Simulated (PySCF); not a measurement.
Consider C₅H₁₅AlOSi (AlMe2(OSiMe3)).

```json
{"atom": "Al", "x (Å)": "0.8761", "y (Å)": "1.3833", "z (Å)": "1.1055"}
{"atom": "C", "x (Å)": "2.7484", "y (Å)": "1.0501", "z (Å)": "1.5490"}
{"atom": "H", "x (Å)": "3.1704", "y (Å)": "1.8075", "z (Å)": "2.2280"}
{"atom": "H", "x (Å)": "3.3703", "y (Å)": "1.0368", "z (Å)": "0.6373"}
{"atom": "H", "x (Å)": "2.8734", "y (Å)": "0.0620", "z (Å)": "2.0229"}
{"atom": "C", "x (Å)": "-0.1376", "y (Å)": "2.9613", "z (Å)": "1.6475"}
{"atom": "H", "x (Å)": "-1.1166", "y (Å)": "2.6785", "z (Å)": "2.0691"}
{"atom": "H", "x (Å)": "-0.3525", "y (Å)": "3.6005", "z (Å)": "0.7732"}
{"atom": "H", "x (Å)": "0.3863", "y (Å)": "3.5843", "z (Å)": "2.3893"}
{"atom": "O", "x (Å)": "0.0689", "y (Å)": "0.2167", "z (Å)": "0.1638"}
{"atom": "Si", "x (Å)": "-0.6448", "y (Å)": "-0.9558", "z (Å)": "-0.7617"}
{"atom": "C", "x (Å)": "-2.0550", "y (Å)": "-0.1890", "z (Å)": "-1.7346"}
{"atom": "C", "x (Å)": "-1.3011", "y (Å)": "-2.3017", "z (Å)": "0.3708"}
{"atom": "C", "x (Å)": "0.6328", "y (Å)": "-1.6681", "z (Å)": "-1.9391"}
{"atom": "H", "x (Å)": "-2.5683", "y (Å)": "-0.9390", "z (Å)": "-2.3578"}
{"atom": "H", "x (Å)": "-1.6851", "y (Å)": "0.6069", "z (Å)": "-2.4003"}
{"atom": "H", "x (Å)": "-2.8005", "y (Å)": "0.2577", "z (Å)": "-1.0581"}
{"atom": "H", "x (Å)": "-2.0525", "y (Å)": "-1.8969", "z (Å)": "1.0671"}
{"atom": "H", "x (Å)": "-1.7771", "y (Å)": "-3.1117", "z (Å)": "-0.2047"}
{"atom": "H", "x (Å)": "-0.4891", "y (Å)": "-2.7448", "z (Å)": "0.9689"}
{"atom": "H", "x (Å)": "1.0286", "y (Å)": "-0.8877", "z (Å)": "-2.6083"}
{"atom": "H", "x (Å)": "1.4809", "y (Å)": "-2.0976", "z (Å)": "-1.3825"}
{"atom": "H", "x (Å)": "0.2014", "y (Å)": "-2.4638", "z (Å)": "-2.5672"}
```

Geometry: PBE0-D3(BJ)/def2-SVP.

Level of theory: CAM-B3LYP/def2-SVPD, SCF density, gas phase in PySCF.

Predict the electron density and electron localisation function between the atoms.

Si–O (1.66 Å): ρ is about 1.1 e/Å³ halfway; the ELF peaks at about 0.85 between the atoms: a shared but strongly polarised pair.
Al–O (1.70 Å): ρ at the midpoint is about 0.81 e/Å³; the ELF peaks at about 0.85 in the valence shell of O, 0.6 Å from its nucleus, and is about 0.40 at the midpoint.
C–Al (1.95 Å): the density is about 0.74 e/Å³ at the midpoint; the ELF peaks at about 0.95 between the atoms, as expected for a shared but strongly polarised pair.
C–H (1.10 Å): ρ is about 1.8 e/Å³ halfway; the ELF climbs to about 1 towards the hydrogen, as it does in any bond to H (an ordinary covalent bond to hydrogen).

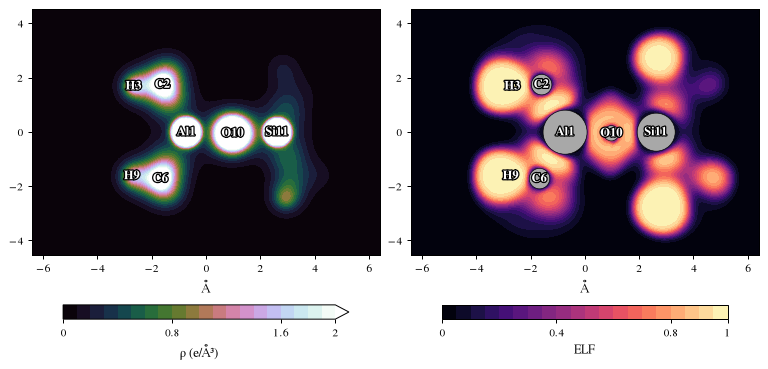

Computed electron density and electron localisation function on the plane of atoms C2, Al1 and C6, in this order. Grey discs cover the atomic cores in the ELF map. 
